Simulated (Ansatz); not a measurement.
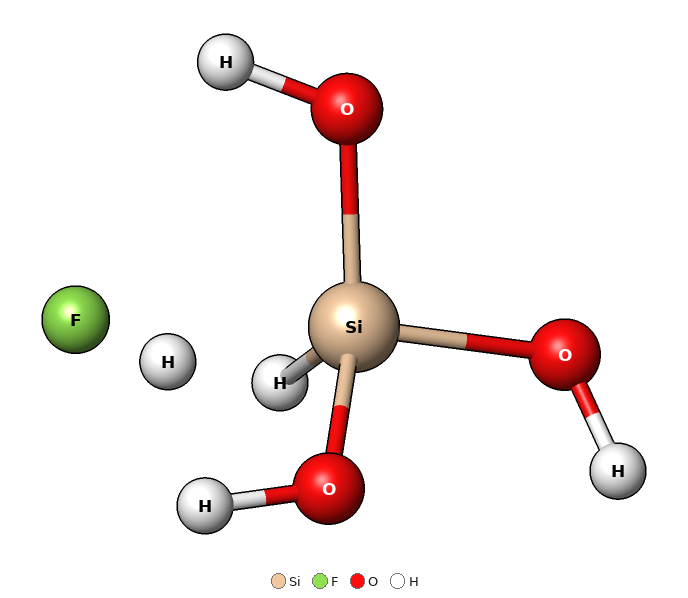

Sticks follow a distance rule. Harmonic vibrations computed with RKS PBE0-D4/def2-TZVP (Ansatz 0.2.0) at a stationary point of the same level.

**How many imaginary frequencies does it have?**

A first-order saddle point: one imaginary frequency, 872i cm⁻¹.

**How many vibrational modes are there, and where do they lie?**

24 modes: 872i, 186, 233, 271, 348, 354, 397, 456, 474, 512, 566, 824, 854, 889, 910, 1035, 1055, 1156, 1163, 1802, 2278, 3904, 3910, 3926 cm⁻¹.
